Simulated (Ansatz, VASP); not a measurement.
**Cross-check of Te2Mo between VASP and Ansatz**

Aim: how closely do two programs agree when they are given the same cell, functional and k mesh?

Method: plane waves, with VASP 6.6.1 beside it; G0W0 gap at PBE, in Ansatz 0.2.0.

**1. The starting structure**

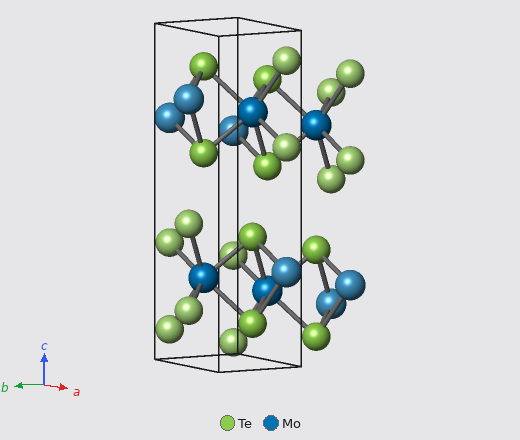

Start, viewed from a free direction; tellurium green, molybdenum blue. 2×1×1 cells are drawn. Some periodic images of atoms are drawn too.

Structure file:

```cif
data_structure
_symmetry_space_group_name_H-M 'P 1'
_symmetry_Int_Tables_number 1
_cell_length_a 3.5182
_cell_length_b 3.5182
_cell_length_c 13.9736
_cell_angle_alpha 90.000
_cell_angle_beta 90.000
_cell_angle_gamma 120.000
_cell_volume 149.79
loop_
_atom_site_label
_atom_site_type_symbol
_atom_site_fract_x
_atom_site_fract_y
_atom_site_fract_z
_atom_site_occupancy
Te1 Te 0.33333 0.66667 0.62100 1
Te2 Te 0.66667 0.33333 0.12100 1
Te3 Te 0.33333 0.66667 0.87900 1
Te4 Te 0.66667 0.33333 0.37900 1
Mo5 Mo 0.33333 0.66667 0.25000 1
Mo6 Mo 0.66667 0.33333 0.75000 1
```

**2. VASP: G0W0 gap, PBE**

Quasiparticle shifts depend on high empty states and on the cores, so they are the hardest test of two PAW sets.

Lines of VASP's logs that name or quote its potential files are left out, and so is its time.

INCAR reads:

```
SYSTEM = Te2Mo
PREC = Accurate
ENCUT = 370
ISMEAR = 0
SIGMA = 0.01
LREAL = .FALSE.
GGA = PE
NBANDS = 448
LASPH = .TRUE.
ALGO = EVGW0
NELMGW = 1
ENCUTGW = 120
NOMEGA = 48
PRECFOCK = Fast
NBANDSGW = 40
LWAVE = .FALSE.
LCHARG = .FALSE.
```

POSCAR reads:

```
Te2Mo
1.0
    3.5182000000      0.0000000000      0.0000000000
   -1.7591000000      3.0468505756      0.0000000000
    0.0000000000      0.0000000000     13.9736000000
Te Mo
4 2
Direct
    0.3333333333      0.6666666667      0.6210000000
    0.6666666667      0.3333333333      0.1210000000
    0.3333333333      0.6666666667      0.8790000000
    0.6666666667      0.3333333333      0.3790000000
    0.3333333333      0.6666666667      0.2500000000
    0.6666666667      0.3333333333      0.7500000000
```

KPOINTS reads:

```
Automatic mesh
0
Gamma
6 6 1
0 0 0
```

The projector-augmented-wave data sets are Te_GW and Mo_sv_GW (PBE family, release 64).

Command:

```
$ mpirun -np 8 vasp_std
```

Numbers of over 12 decimals in the logs are rounded to 6 here.

Log:

```text
[banner, memory and clock lines left out]
running    8 mpi-ranks, on    1 nodes
 distrk:  each k-point on    8 cores,    1 groups
 distr:  one band on    1 cores,    8 groups

 POSCAR found type information on POSCAR TeMo
 POSCAR found :  2 types and       6 ions
|                                                                             |
|           W    W    AA    RRRRR   N    N  II  N    N   GGGG   !!!           |
|           W    W   A  A   R    R  NN   N  II  NN   N  G    G  !!!           |
|           W    W  A    A  R    R  N N  N  II  N N  N  G       !!!           |
|           W WW W  AAAAAA  RRRRR   N  N N  II  N  N N  G  GGG   !            |
|           WW  WW  A    A  R   R   N   NN  II  N   NN  G    G                |
|           W    W  A    A  R    R  N    N  II  N    N   GGGG   !!!           |
|                                                                             |
|     For optimal performance we recommend to set                             |
|       NCORE = 2 up to number-of-cores-per-socket                            |
|     NCORE specifies how many cores store one orbital (NPAR=cpu/NCORE).      |
|     This setting can greatly improve the performance of VASP for DFT.       |
|     The default, NCORE=1 might be grossly inefficient on modern             |
|     multi-core architectures or massively parallel machines. Do your        |
|     Unfortunately you need to use the default for GW and RPA                |
|     calculations (for HF NCORE is supported but not extensively tested      |
|     yet).                                                                   |
|                                                                             |

|                                                                             |
|           W    W    AA    RRRRR   N    N  II  N    N   GGGG   !!!           |
|           W    W   A  A   R    R  NN   N  II  NN   N  G    G  !!!           |
|           W    W  A    A  R    R  N N  N  II  N N  N  G       !!!           |
|           W WW W  AAAAAA  RRRRR   N  N N  II  N  N N  G  GGG   !            |
|           WW  WW  A    A  R   R   N   NN  II  N   NN  G    G                |
|           W    W  A    A  R    R  N    N  II  N    N   GGGG   !!!           |
|                                                                             |
|     The default for ENCUTGWSOFT is different in this version of VASP.       |
|     please manually set ENCUTGWSOFT =120 in the INCAR file.                 |
|                                                                             |

 LDA part: xc-table for (Slater+PW92), standard interpolation
 found WAVECAR, reading the header
 POSCAR, INCAR and KPOINTS ok, starting setup
 FFT: planning ... GRIDC
 FFT: planning ... GRID_SOFT
 FFT: planning ... GRID
 reading WAVECAR
 the WAVECAR file was read successfully
 initial charge from wavefunction
 available memory per node:     85.99 GB, setting MAXMEM to     88055

 The Fermi energy was updated, please check that it is located mid-gap
 values below the HOMO (VB) or above the LUMO (CB) will cause erroneous energies
 E-fermi :   8.5375

 calculate exact exchange contribution
 the WAVEDER file was read successfully
|                                                                             |
|           W    W    AA    RRRRR   N    N  II  N    N   GGGG   !!!           |
|           W    W   A  A   R    R  NN   N  II  NN   N  G    G  !!!           |
|           W    W  A    A  R    R  N N  N  II  N N  N  G       !!!           |
|           W WW W  AAAAAA  RRRRR   N  N N  II  N  N N  G  GGG   !            |
|           WW  WW  A    A  R   R   N   NN  II  N   NN  G    G                |
|           W    W  A    A  R    R  N    N  II  N    N   GGGG   !!!           |
|                                                                             |
|     Automatic setting of frequency mesh for GW failed. Frequency mesh       |
|     properly not suitable for determining QP energies. Consider             |
|     increasing number of kpoints.                                           |
|                                                                             |

energies w=
    0.000    0.000    0.896    0.000    1.788    0.000    2.673    0.000
    3.548    0.000    4.411    0.000    5.260    0.000    6.094    0.000
    6.913    0.000    7.717    0.000    8.506    0.000    9.283    0.000
   10.048    0.000   10.804    0.000   11.553    0.000   12.298    0.000
   13.040    0.000   13.784    0.000   14.532    0.000   15.288    0.000
   16.055    0.000   16.837    0.000   17.639    0.000   18.466    0.000
   19.322    0.000   20.215    0.000   21.152    0.000   22.141    0.000
   23.192    0.000   24.317    0.000   25.530    0.000   26.848    0.000
   28.294    0.000   29.892    0.000   31.678    0.000   33.695    0.000
   36.000    0.000   38.667    0.000   41.802    0.000   45.546    0.000
   50.108    0.000   55.797    0.000   63.092    0.000   72.788    0.000
   86.290    0.000  106.347    0.000  139.172    0.000  202.379    0.000
 responsefunction array rank=     472
 LDA part: xc-table for (Slater+PW92), standard interpolation

 min. memory requirement per mpi rank    421.8 MB, per node   3374.4 MB

 allocating   6 responsefunctions rank=   472
 shmem allocating  48 responsefunctions rank=   472
 response function shared by NCSHMEM nodes    1
 Doing            6  frequencies on each core in blocks of           48
NQ=   1    0.0000    0.0000    0.0000,
|.........|.........|.........|.........|.........|.........|.........|.........
 performed       1040000 updates of chi_q(r,r)
 total number of BLAS operations       1604.77 Gflops
NQ=   2    0.1667    0.0000    0.0000,
|.........|.........|.........|.........|.........|.........|.........|.........
 performed       2905000 updates of chi_q(r,r)
 total number of BLAS operations       4586.22 Gflops
NQ=   3    0.3333    0.0000    0.0000,
|.........|.........|.........|.........|.........|.........|.........|.........
 performed       4770000 updates of chi_q(r,r)
 total number of BLAS operations       7527.77 Gflops
NQ=   4    0.5000    0.0000    0.0000,
|.........|.........|.........|.........|.........|.........|.........|.........
 performed       6169000 updates of chi_q(r,r)
 total number of BLAS operations       9714.70 Gflops
NQ=   5    0.1667    0.1667    0.0000,
|.........|.........|.........|.........|.........|.........|.........|.........
 performed       8034000 updates of chi_q(r,r)
 total number of BLAS operations      12616.64 Gflops
NQ=   6    0.3333    0.1667    0.0000,
|.........|.........|.........|.........|.........|.........|.........|.........
 performed      10114000 updates of chi_q(r,r)
 total number of BLAS operations      16031.69 Gflops
NQ=   7    0.3333    0.3333    0.0000,
|.........|.........|.........|.........|.........|.........|.........|.........
 performed      11334000 updates of chi_q(r,r)
 total number of BLAS operations      18142.16 Gflops
 resolving degeneracies of screened two electron integrals

 calculate QP shifts <psi_nk| G(iteration)W_0 |psi_nk>: iteration 1
 entering main loop
```

From OUTCAR (step 2):

```text
ion  position               nearest neighbor table
   1  0.333  0.667  0.621-   6 2.72   6 2.72   6 2.72   3 3.61
   2  0.667  0.333  0.121-   5 2.72   5 2.72   5 2.72   4 3.61
   3  0.333  0.667  0.879-   6 2.72   6 2.72   6 2.72   1 3.61
   4  0.667  0.333  0.379-   5 2.72   5 2.72   5 2.72   2 3.61
   5  0.333  0.667  0.250-   2 2.72   4 2.72   2 2.72   4 2.72   2 2.72   4 2.72
   6  0.667  0.333  0.750-   1 2.72   3 2.72   1 2.72   3 2.72   1 2.72   3 2.72

  LATTYP: Found a hexagonal cell.
 ALAT       =     3.5182000000
 C/A-ratio  =     3.9718037633

 Subroutine GETGRP returns: Found 24 space group operations
 (whereof 12 operations were pure point group operations)

The static configuration has the point symmetry D_3d.
 The point group associated with its full space group is D_6h.

 Found      7 irreducible k-points:

   k-points           NKPTS =      7   k-points in BZ     NKDIM =     36   number of bands    NBANDS=    448

   dimension x,y,z NGX =    24 NGY =   24 NGZ =   90
   dimension x,y,z NGXF=    48 NGYF=   48 NGZF=  180

   ENCUT  =  370.0 eV  27.19 Ry    5.21 a.u.   5.52  5.52 21.92*2*pi/ulx,y,z

   NELECT =      52.0000    total number of electrons

  energy-cutoff  :      370.00
  volume of cell :      149.79
      direct lattice vectors                 reciprocal lattice vectors
     3.518200000  0.000000000  0.000000000     0.284236257  0.164103880  0.000000000
    -1.759100000  3.046850576  0.000000000     0.000000000  0.328207759  0.000000000
     0.000000000  0.000000000 13.973600000     0.000000000  0.000000000  0.071563520

 k-points in reciprocal lattice and weights: Automatic mesh
   0.00000000  0.00000000  0.00000000       0.028
   0.16666667  0.00000000  0.00000000       0.167
   0.33333333  0.00000000  0.00000000       0.167
   0.50000000  0.00000000  0.00000000       0.083
   0.16666667  0.16666667  0.00000000       0.167
   0.33333333  0.16666667  0.00000000       0.333
   0.33333333  0.33333333  0.00000000       0.056

 E-fermi :   8.5375

 QP shifts <psi_nk| G(iteration)W_0 |psi_nk>: iteration 1
 for sc-GW calculations column KS-energies equals QP-energies in previous step
 and V_xc(KS)=  KS-energies - (<T + V_ion + V_H > + <T+V_H+V_ion>^1  + <V_x>^1)
 k-point   1 :       0.0000    0.0000    0.0000
  band No.  KS-energies  QP-energies   sigma(KS)   V_xc(KS)     V^pw_x(r,r')   Z            occupation Imag(sigma)
    ...
     23       7.1036       7.1273     -15.7177     -15.7494     -16.6593       0.7452       2.0000       0.2192
     24       7.1036       7.1273     -15.7177     -15.7494     -16.6593       0.7452       2.0000       0.2192
     25       7.8056       7.3512     -11.8239     -11.2391     -12.8467       0.7771       2.0000       0.2023
     26       8.1273       8.1659     -15.2753     -15.3273     -15.6014       0.7419       2.0000       0.1419
     27      11.0283      11.3055     -12.3893     -12.7504      -8.6068       0.7678       0.0000      -0.3172
     28      11.0283      11.3055     -12.3893     -12.7504      -8.6068       0.7678       0.0000      -0.3172
     29      11.1605      11.4289     -12.2915     -12.6405      -8.4355       0.7691       0.0000      -0.3282
     30      11.1605      11.4289     -12.2915     -12.6405      -8.4355       0.7691       0.0000      -0.3282
    ...

 k-point   2 :       0.1667    0.0000    0.0000
  band No.  KS-energies  QP-energies   sigma(KS)   V_xc(KS)     V^pw_x(r,r')   Z            occupation Imag(sigma)
    ...
     23       6.8946       6.6040     -13.1042     -12.7240     -14.2608       0.7643       2.0000       0.2326
     24       7.1298       7.1187     -14.9024     -14.8875     -15.8012       0.7401       2.0000       0.2305
     25       7.6813       7.6791     -14.9215     -14.9185     -15.5301       0.7433       2.0000       0.1802
     26       7.8507       7.4263     -11.8311     -11.2853     -12.7864       0.7778       2.0000       0.1921
     27       9.9289      10.2588     -13.1199     -13.5555      -9.3428       0.7574       0.0000      -0.3035
     28      10.1940      10.6120     -13.5127     -14.0614      -9.7733       0.7617       0.0000      -0.2819
     29      10.2218      10.5630     -13.5339     -13.9865      -9.6193       0.7539       0.0000      -0.3340
     30      10.4596      10.8572     -13.6127     -14.1360      -9.8161       0.7598       0.0000      -0.2945
    ...

 k-point   3 :       0.3333    0.0000    0.0000
  band No.  KS-energies  QP-energies   sigma(KS)   V_xc(KS)     V^pw_x(r,r')   Z            occupation Imag(sigma)
    ...
     23       6.8308       6.7560     -14.2655     -14.1651     -15.2950       0.7453       2.0000       0.2547
     24       7.0527       6.9914     -14.4464     -14.3641     -15.3858       0.7441       2.0000       0.2344
     25       7.2200       7.0189     -13.6582     -13.3919     -14.7168       0.7554       2.0000       0.2278
     26       7.3648       7.2138     -14.0873     -13.8867     -15.0592       0.7531       2.0000       0.2172
     27       9.2409       9.6753     -14.6342     -15.2220     -10.8562       0.7391       0.0000      -0.2843
     28       9.6185      10.0172     -14.5925     -15.1286     -10.9645       0.7436       0.0000      -0.2834
     29       9.8397      10.2783     -14.8685     -15.4608     -10.8511       0.7406       0.0000      -0.3318
     30       9.8520      10.2357     -14.4468     -14.9607     -10.7435       0.7466       0.0000      -0.2988
    ...

 k-point   4 :       0.5000    0.0000    0.0000
  band No.  KS-energies  QP-energies   sigma(KS)   V_xc(KS)     V^pw_x(r,r')   Z            occupation Imag(sigma)
    ...
     23       7.1099       6.8414     -12.7954     -12.4430     -13.7132       0.7619       2.0000       0.2139
     24       7.1655       7.0337     -13.8656     -13.6902     -14.7328       0.7514       2.0000       0.2160
     25       7.5209       7.1724     -12.2360     -11.7850     -13.1670       0.7728       2.0000       0.1967
     26       7.8088       7.5060     -12.6868     -12.2943     -13.5362       0.7714       2.0000       0.1847
     27       9.3881       9.9601     -16.5703     -17.3582     -12.7875       0.7260       0.0000      -0.2929
     28       9.4468      10.0014     -16.3298     -17.0919     -12.4925       0.7278       0.0000      -0.3001
     29       9.5809      10.1074     -15.6940     -16.4140     -11.5565       0.7312       0.0000      -0.3383
     30       9.9126      10.4610     -16.2191     -16.9720     -11.8764       0.7284       0.0000      -0.3755
    ...

[... 3 further parts left out ...]
```

(Continued in part 2 of 2.)

[Lines on the potential files, build, host, timing and source positions are cut from VASP's logs without a mark.]

[Logs are printed without paths, hosts, clocks, repeated set-up lines and the standing remarks that a program may print on its own settings, such as how far it seeks lower states.]

[Hosts, paths, dates, database ids (printed as entryN), source tags and the programs' standing remarks are cut or masked in the printed files.]
